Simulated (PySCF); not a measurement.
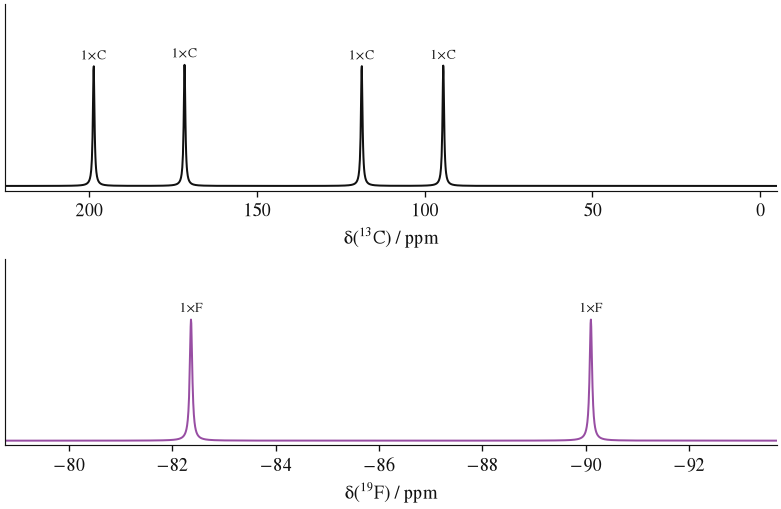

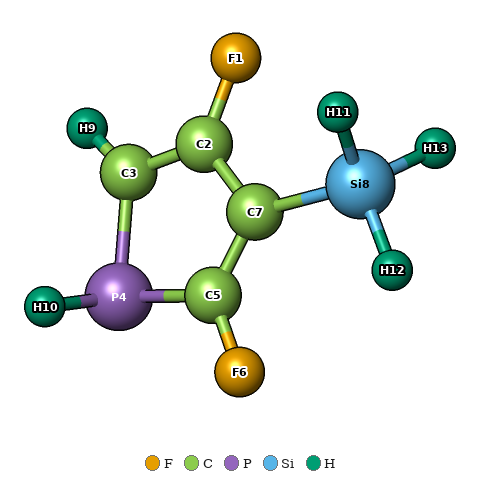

Spectrum and numbered structure of C₄H₅F₂PSi, SMILES Fc1c[pH]c(F)c1[SiH3]. GIAO shifts, PBE0/pcSseg-1 (IEF-PCM dichloromethane) with PySCF, at a PBE0-D3(BJ)/def2-SVP geometry (no frequency check), against TMS for ¹³C and CFCl₃ for ¹⁹F computed at the same level (¹⁹F: this reference is a hard case for the method, so all values can be off together by tens of ppm, and differences between signals are safer). fully decoupled, line heights follow the number of nuclei, widths are arbitrary (no quadrupolar broadening); values of one conformer, averaged over methyl-type rotors and exact or near symmetry.

> Assign the ¹³C signals to the numbered atoms.

| δ (ppm) | nuclei | atoms |
| --- | --- | --- |
| 198.6 | 1 | C5 |
| 171.5 | 1 | C2 |
| 118.7 | 1 | C7 |
| 94.4 | 1 | C3 |

> Assign the ¹⁹F signals to the numbered atoms.

```
δ (ppm)  nuclei  atoms
  −82.4       1     F6
  −90.1       1     F1
```
